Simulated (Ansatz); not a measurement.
**CH4AlN (SMILES [CH2]1[NH][AlH]1): density, localisation and related maps**

The calculation's input:

```
crystal:
  periodic: [false, false, false]
  atoms:
    - {symbol: C, position_ang: [-0.578581, -0.027232, -0.616287]}
    - {symbol: N, position_ang: [-0.125177, 0.516630, 0.714124]}
    - {symbol: Al, position_ang: [1.090303, -0.566768, 0.161325]}
    - {symbol: H, position_ang: [-1.474461, -0.652187, -0.586333]}
    - {symbol: H, position_ang: [-0.645067, 0.705651, -1.424082]}
    - {symbol: H, position_ang: [-0.688567, 1.174837, 1.222789]}
    - {symbol: H, position_ang: [2.482850, -1.218931, 0.482765]}
basis:
  gaussian: {orbitals: def2-TZVPP}
hamiltonian: {xc: pbe0, dispersion: d4}
output: {orbitals: {seedname: orbitals}}
```

Run with:

```sh
ansatz run in.yaml --threads 2 --pin off --events-out ev --progress --plain --max-ram 4352MiB
```

Geometry: PBE0-D4/def2-TZVP.

Computed with Ansatz, RKS PBE0-D4/def2-TZVPP.

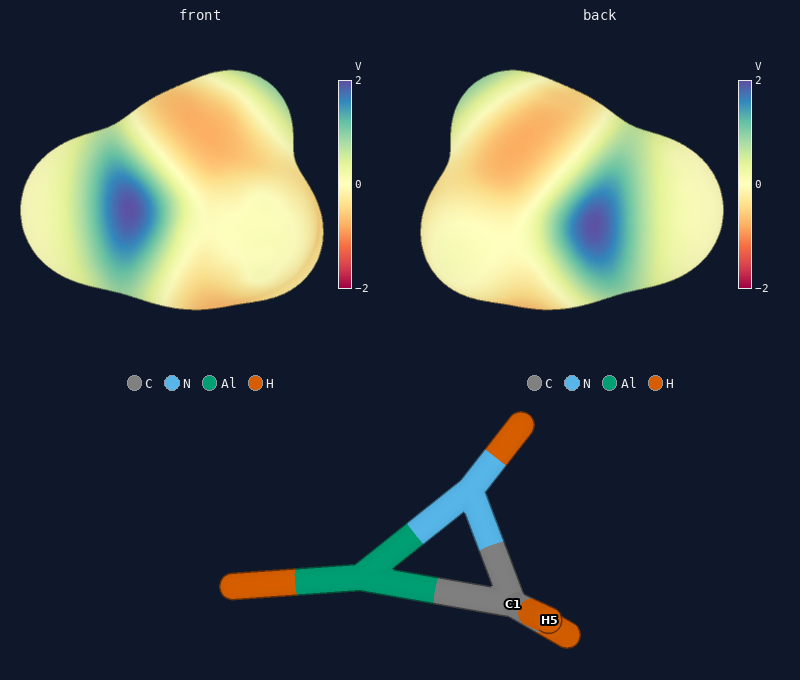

Figure 1. The molecular electrostatic potential painted on the density surface at 0.001 e/bohr³, seen from the front and from behind; red is negative and blue positive. The bare structure is drawn below in the same view.

Where is the surface potential most negative and most positive?

The most negative region (about −0.8 V, or −18 kcal/mol for a unit charge) lies over N2, the most positive (about +1.9 V, or +44 kcal/mol for a unit charge) over Al3.

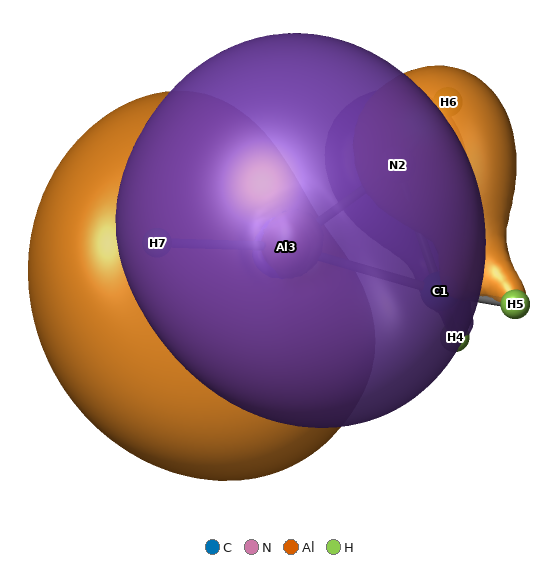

Figure 2. One frontier orbital at ±0.05 Å⁻³ᐟ² (orange and purple are the two phases), seen at a tilt.

Which orbital is it: HOMO or LUMO?

The LUMO, at −0.73 eV. It lies mainly on Al3 (about 80 %), H7 (about 10 %) and N2 (about 10 %).

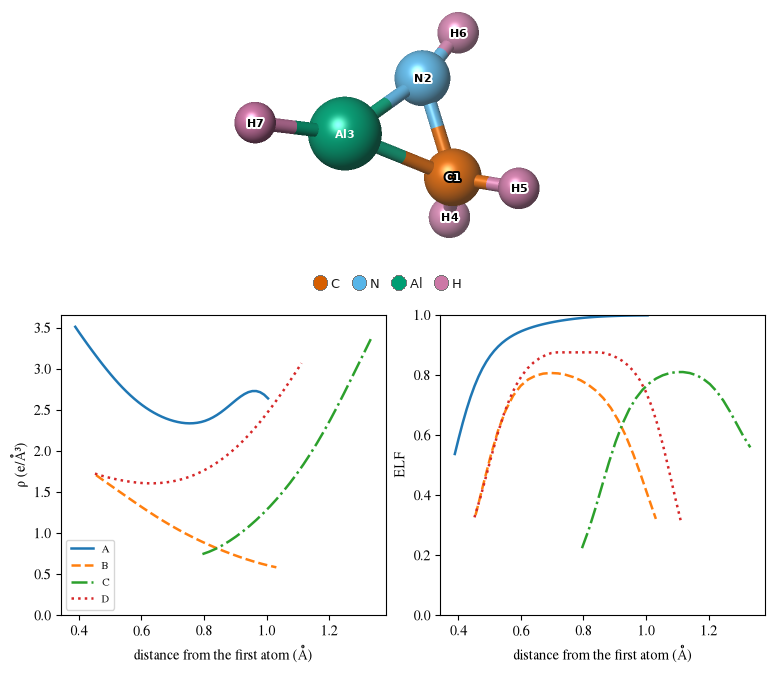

Figure 3. Total electron density and ELF along straight lines between neighbouring atoms. The curves leave out the atomic cores. The structure is drawn too.

Which curve belongs to which contact (Al–N, C–Al, C–N and N–H)? The first atom named is at distance zero.

Curve A: N–H (1.00 Å): ρ is about 2.9 e/Å³ halfway; the ELF climbs to about 1 towards the hydrogen, as it does in any bond to H; a covalent bond by its length. Curve B: C–Al (1.92 Å): the density is about 0.65 e/Å³ at the midpoint; the ELF peaks at about 0.80 in the valence shell of C, 0.7 Å from its nucleus, and is about 0.55 at the midpoint. Curve C: Al–N (1.72 Å): the density is about 0.85 e/Å³ at the midpoint; the ELF peaks at about 0.80 in the valence shell of N, 0.6 Å from its nucleus, and is about 0.45 at the midpoint. Curve D: C–N (1.51 Å): ρ at the midpoint is about 1.7 e/Å³; the ELF peaks at about 0.85 between the atoms, as expected for a shared electron pair.
